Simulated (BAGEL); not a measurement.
**GeSiH4O2 (SMILES [OH][Ge][O][SiH3]), step by step**

Aim: a single-point energy (HF/def2-SVP), then the energy (NEVPT2(2,2)/def2-SVP) of GeSiH4O2. 

The results are computed with BAGEL 1.2.2.

1 further run of the same task is left out (set aside as unsound or not needed).

## Step 1: Starting point

The species is GeSiH4O2 (8 atoms), meant as a singlet with charge 0. SMILES: `[OH][Ge][O][SiH3]`. The shape is that of a PBE0-D4/def2-TZVP optimisation. This is one conformer, not always the lowest.

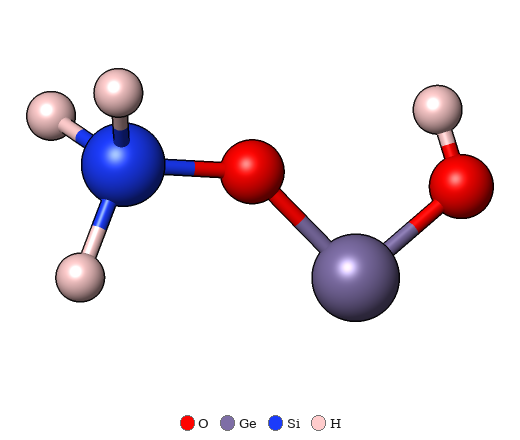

The structure, seen from a chosen angle (oxygen red, germanium purple, silicon blue, hydrogen pink).

## Step 2: A single-point energy at HF/def2-SVP (density fitting with svp-jkfit) (run 1)

Input file input.json:

```json
{ "bagel": [

{
  "title": "molecule",
  "basis": "svp",
  "df_basis": "svp-jkfit",
  "angstrom": "false",
  "geometry": [
    { "atom": "O", "xyz": [     2.66469903,     4.73432519,     0.28251406 ] },
    { "atom": "Ge", "xyz": [     3.06872247,     1.70566113,    -1.09868677 ] },
    { "atom": "O", "xyz": [     0.15930013,     0.37831750,     0.05858151 ] },
    { "atom": "Si", "xyz": [    -1.35134315,    -2.32266238,    -0.10695850 ] },
    { "atom": "H", "xyz": [     1.10964340,     4.87038547,     1.22189691 ] },
    { "atom": "H", "xyz": [    -3.86637965,    -1.92374119,    -1.28973808 ] },
    { "atom": "H", "xyz": [     0.09184069,    -4.18517645,    -1.64916399 ] },
    { "atom": "H", "xyz": [    -1.70226529,    -3.36522428,     2.47610814 ] }
  ]
},

{ "title": "hf" },

{ "title": "print", "file": "orbitals.molden", "orbitals": "true" }

]}
```

Command:

```sh
$ BAGEL_NUM_THREADS=1 BAGEL input.json > input.out
```

The program printed:

```text
* using 1 threads per process

  ===============================================================
  ===============================================================

  *** Geometry ***

  { "atom" : "O", "xyz" : [      2.664699,      4.734325,      0.282514 ] },
  { "atom" : "Ge", "xyz" : [      3.068722,      1.705661,     -1.098687 ] },
  { "atom" : "O", "xyz" : [      0.159300,      0.378317,      0.058582 ] },
  { "atom" : "Si", "xyz" : [     -1.351343,     -2.322662,     -0.106958 ] },
  { "atom" : "H", "xyz" : [      1.109643,      4.870385,      1.221897 ] },
  { "atom" : "H", "xyz" : [     -3.866380,     -1.923741,     -1.289738 ] },
  { "atom" : "H", "xyz" : [      0.091841,     -4.185176,     -1.649164 ] },
  { "atom" : "H", "xyz" : [     -1.702265,     -3.365224,      2.476108 ] },

  Number of auxiliary basis functions:      620

  Since a DF basis is specified, we compute 2- and 3-index integrals:
    o Being stored without compression. Storage requirement is 0.048 GB

  Number of basis functions:       98
  Number of electrons      :       66

    * METHOD: MOLECULE                             0.45

  *** RHF ***

  === Nuclear Repulsion ===
   339.7828794083

      * DIIS with orbital gradients will be used.

  === RHF iteration (svp) ===
      0      -2515.64865359          0.02023195           0.21
      1      -2515.79543004          0.01644790           0.20
      2      -2515.96302775          0.00115804           0.20
      3      -2515.96493515          0.00043007           0.20
      4      -2515.96509824          0.00012914           0.20
      5      -2515.96512234          0.00004435           0.20
      6      -2515.96512527          0.00002106           0.20
      7      -2515.96512601          0.00000523           0.20
      8      -2515.96512605          0.00000238           0.20
      9      -2515.96512606          0.00000102           0.20
     10      -2515.96512606          0.00000033           0.20
     11      -2515.96512606          0.00000018           0.20
     12      -2515.96512606          0.00000007           0.20
     13      -2515.96512606          0.00000003           0.20
     14      -2515.96512606          0.00000001           0.20
     15      -2515.96512606          0.00000001           0.20
    * SCF iteration converged.

    * Permanent dipole moment:
           (    0.121667,     0.342787,     0.060930) a.u.

    * METHOD: HF                                   3.59

    * METHOD: PRINT                                0.02

  ===============================================================
```

Run time: 4.2 s. Hardware: 1 thread of Arm Neoverse V1, shared host; peak memory 0.19 GiB.

## Step 3: The energy at NEVPT2(2,2)/def2-SVP (density fitting with svp-jkfit) (run 2)

Input file nevpt2.json:

```json
{ "bagel": [

{
  "title": "molecule",
  "basis": "svp",
  "df_basis": "svp-jkfit",
  "geometry": [
    { "atom": "O", "xyz": [  2.66469903,  4.73432519,  0.28251406 ] },
    { "atom": "Ge", "xyz": [  3.06872247,  1.70566113, -1.09868677 ] },
    { "atom": "O", "xyz": [  0.15930013,  0.37831750,  0.05858151 ] },
    { "atom": "Si", "xyz": [ -1.35134315, -2.32266238, -0.10695850 ] },
    { "atom": "H", "xyz": [  1.10964340,  4.87038547,  1.22189691 ] },
    { "atom": "H", "xyz": [ -3.86637965, -1.92374119, -1.28973808 ] },
    { "atom": "H", "xyz": [  0.09184069, -4.18517645, -1.64916399 ] },
    { "atom": "H", "xyz": [ -1.70226529, -3.36522428,  2.47610814 ] }
  ]
},
{
  "title": "hf"
},
{
  "title": "nevpt2",
  "nstate": 1,
  "nact": 2,
  "nclosed": 32,
  "active": [24, 35],
  "maxiter": 200,
  "natocc": "true",
  "ncore": 16
},
{
  "title": "print",
  "file": "orbitals.molden",
  "orbitals": "true"
}

]}
```

Command:

```sh
$ BAGEL_NUM_THREADS=1 BAGEL nevpt2.json > nevpt2.out
```

The program printed:

```text
* using 1 threads per process

  ===============================================================
  ===============================================================

  *** Geometry ***

  { "atom" : "O", "xyz" : [      2.664699,      4.734325,      0.282514 ] },
  { "atom" : "Ge", "xyz" : [      3.068722,      1.705661,     -1.098687 ] },
  { "atom" : "O", "xyz" : [      0.159300,      0.378317,      0.058582 ] },
  { "atom" : "Si", "xyz" : [     -1.351343,     -2.322662,     -0.106958 ] },
  { "atom" : "H", "xyz" : [      1.109643,      4.870385,      1.221897 ] },
  { "atom" : "H", "xyz" : [     -3.866380,     -1.923741,     -1.289738 ] },
  { "atom" : "H", "xyz" : [      0.091841,     -4.185176,     -1.649164 ] },
  { "atom" : "H", "xyz" : [     -1.702265,     -3.365224,      2.476108 ] },

  Number of auxiliary basis functions:      620

  Since a DF basis is specified, we compute 2- and 3-index integrals:
    o Being stored without compression. Storage requirement is 0.048 GB

  Number of basis functions:       98
  Number of electrons      :       66

    * METHOD: MOLECULE                             0.45

  *** RHF ***

  === Nuclear Repulsion ===
   339.7828794083

      * DIIS with orbital gradients will be used.

  === RHF iteration (svp) ===
      0      -2515.64865359          0.02023195           0.20
      1      -2515.79543004          0.01644790           0.20
      2      -2515.96302775          0.00115804           0.20
      3      -2515.96493515          0.00043007           0.19
      4      -2515.96509824          0.00012914           0.20
      5      -2515.96512234          0.00004435           0.20
      6      -2515.96512527          0.00002106           0.20
      7      -2515.96512601          0.00000523           0.20
      8      -2515.96512605          0.00000238           0.20
      9      -2515.96512606          0.00000102           0.20
     10      -2515.96512606          0.00000033           0.20
     11      -2515.96512606          0.00000018           0.20
     12      -2515.96512606          0.00000007           0.20
     13      -2515.96512606          0.00000003           0.20
     14      -2515.96512606          0.00000001           0.20
     15      -2515.96512606          0.00000001           0.20
    * SCF iteration converged.

    * Permanent dipole moment:
           (    0.121667,     0.342787,     0.060930) a.u.

    * METHOD: HF                                   3.58

    * freezing 16 orbitals
  ---------------------------
      CASSCF calculation
  ---------------------------

    ==== Active orbitals : =====
         Orbital 24
         Orbital 35
    ============================

    * nstate   :      1
    * nclosed  :     32
    * nact     :      2
    * nvirt    :     64
  === CASSCF iteration (svp) ===

    * Using the second-order algorithm

      0  0     -2515.96517238     8.59e-06      0.05

      1  0     -2515.96538519     3.83e-05      0.91

      2  0     -2515.96711592     2.40e-04      0.79

      3  0     -2515.97955283     7.41e-04      0.95

      4  0     -2515.98082868     1.95e-04      1.29

      5  0     -2515.98094255     8.70e-05      1.21

      6  0     -2515.98094889     4.51e-05      1.67

      7  0     -2515.98094958     2.14e-05      1.38

      8  0     -2515.98094971     9.74e-06      1.83

      9  0     -2515.98094973     4.38e-06      1.38

     10  0     -2515.98094974     1.96e-06      1.84

     11  0     -2515.98094974     8.74e-07      1.43

     12  0     -2515.98094974     3.90e-07      1.40

     13  0     -2515.98094974     1.74e-07      1.32

     14  0     -2515.98094974     7.76e-08      1.29

     15  0     -2515.98094974     3.46e-08      1.20

     16  0     -2515.98094974     1.54e-08      1.55

     17  0     -2515.98094974     6.88e-09      0.88

    * Second-order optimization converged. *

     guess   0:   closed 1.                   open ..

  === FCI iteration ===

      0  0     -2515.96491566     9.14e-02      0.00
      1  0     -2515.98093589     2.04e-03      0.00
      2  0 *   -2515.98094974     7.57e-16      0.00

     * ci vector, state   0, <S^2> = 0.0000
       2.     0.9961698947
       .2    -0.0874387837

  === DF-NEVPT2 calculation ===

    * 3-index integral transformation done
    * assembly done

      NEVPT2 correlation energy:   -0.6614975897      0.31

          (+0)     -0.5663950589
          (+0)'    -0.0468358756
          (+1)     -0.0071495310
          (+1)'    -0.0000000000
          (+2)     -0.0004842844
          (-1)     -0.0357593264
          (-1)'     0.0000000000
          (-2)     -0.0048735135

      NEVPT2 total energy:       -2516.6424473277

    * METHOD: NEVPT2                              23.43

    * METHOD: PRINT                                0.02

  ===============================================================
```

It took 28 s on 1 thread of Arm Neoverse V1, shared host; peak memory 0.2 GiB.

## Step 4: Results

```
                                 quantity           value
         run 1, HF/def2-SVP: total energy  -2515.96513 Eh
        run 1, HF/def2-SVP: dipole moment          0.94 D
          run 1, HF/def2-SVP: HOMO energy       -10.43 eV
          run 1, HF/def2-SVP: LUMO energy         1.37 eV
        run 1, HF/def2-SVP: HOMO–LUMO gap        11.80 eV
run 2, NEVPT2(2,2)/def2-SVP: total energy  -2516.64245 Eh
```
